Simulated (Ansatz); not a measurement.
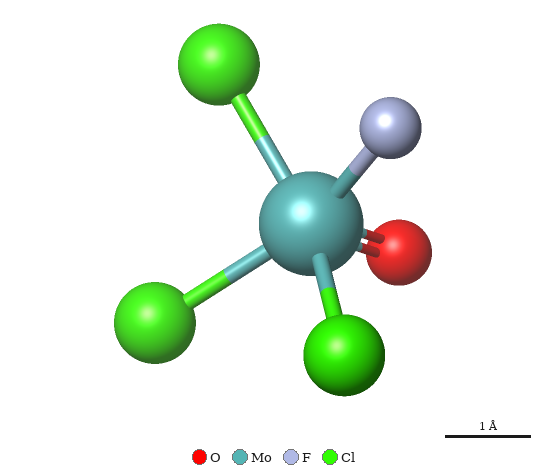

Rendered structure (ball-and-stick style).

Charge 0, singlet. The computed structure is the end point of a PBE0-D4/def2-TZVP optimisation.

Describe the molecule.

It has 6 atoms: 1 molybdenum, 3 chlorine, 1 oxygen and 1 fluorine (MoCl3OF). Its SMILES string is `[O]=[Mo]([F])([Cl])([Cl])[Cl]`. The point group is Cs. Coordination: 1 Mo square pyramidal.

More results for the same structure follow; atom numbers are the same in all pictures, views and colours differ.

**Charges**

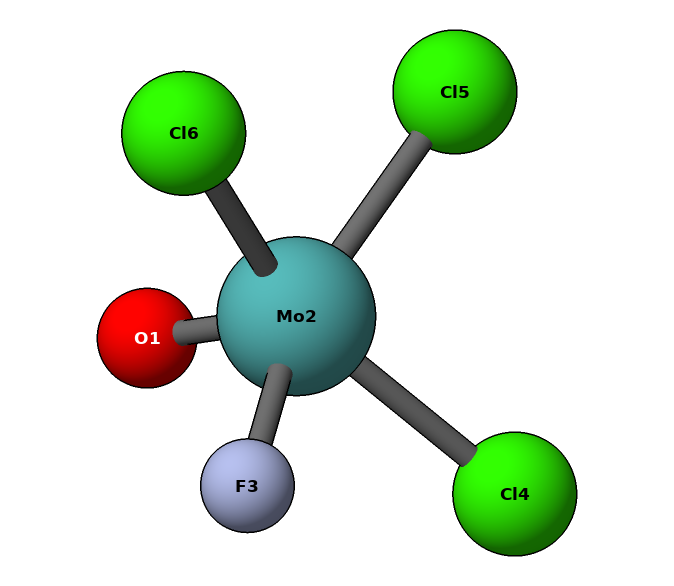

The questions are on Mulliken charges. Properties computed with RKS PBE0-D4/def2-TZVP, core potentials on Mo (Ansatz 0.2.0).

Question: Which atom carries the highest charge (most positive or least negative)?

Answer: Mo2 (1.47 e).

Question: And the lowest?

Answer: O1, F3 (−0.38 e).

Give the Mulliken charges atom by atom.

```tsv
atom	value (e)
O1	−0.38
Mo2	1.47
F3	−0.38
Cl4	−0.24
Cl5	−0.22
Cl6	−0.24
```

**Thermal motion**

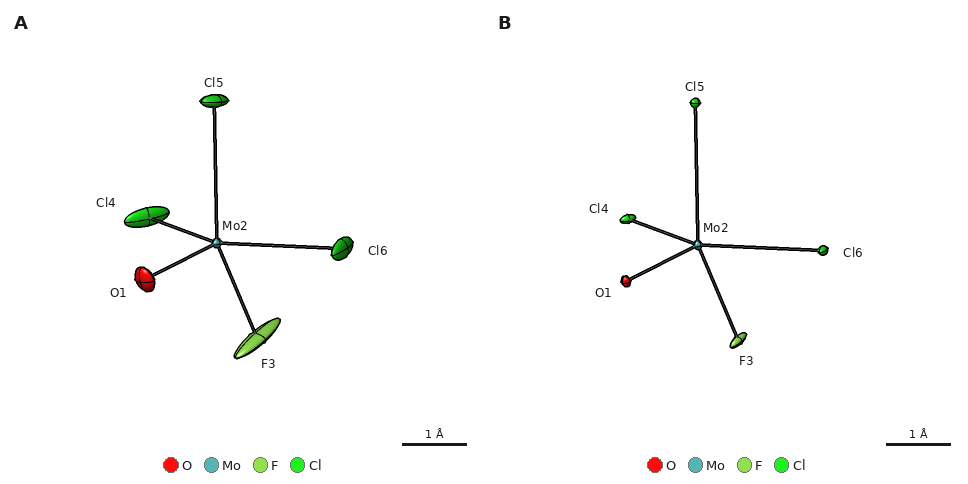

Displacement ellipsoids at the 50 % level, from the internal vibrations of the free molecule (harmonic, no overall translation or rotation; no half-axis is drawn under 0.075 Å). Vibrations computed with RKS PBE0-D4/def2-TZVP, core potentials on Mo (Ansatz 0.2.0). One panel is for 100 K, the other for 900 K.

Question: Which panel is for 900 K?

Answer: A.

Question: How much does the mean-square displacement of Cl6 grow, and why?

Answer: U_eq goes from 0.0033 to 0.0252 Å², a factor of 7.5. Modes below kT (626 cm⁻¹ at 900 K) grow about in proportion to T, and the lowest lies at 53 cm⁻¹; the mean-square amplitude of a mode is its zero-point value times coth(ħω/2kT), which comes close to 1 only above about 3kT.

**Vibrations**

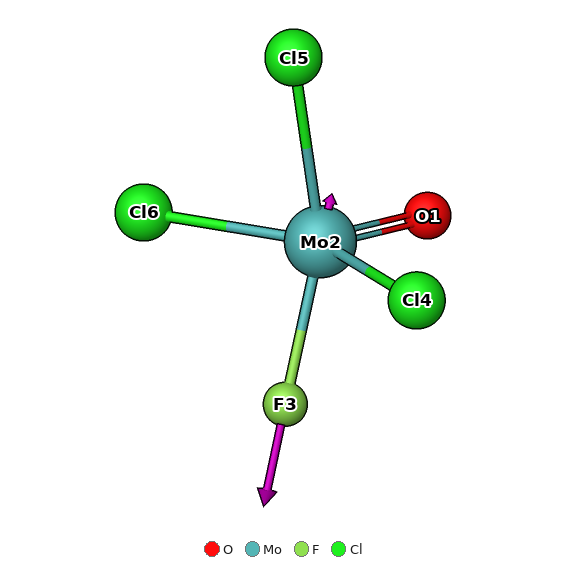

The arrows show one normal mode. Harmonic vibrations computed with RKS PBE0-D4/def2-TZVP, core potentials on Mo (Ansatz 0.2.0) at a stationary point of the same level.

Question: What kind of motion is it?

Answer: Mostly Mo–F stretching.

Question: Estimate its harmonic wavenumber.

Answer: 671 cm⁻¹; it is mode 11 of 12 counted from the lowest.

Mulliken values depend strongly on the basis set and can even reverse the polarity of a bond.
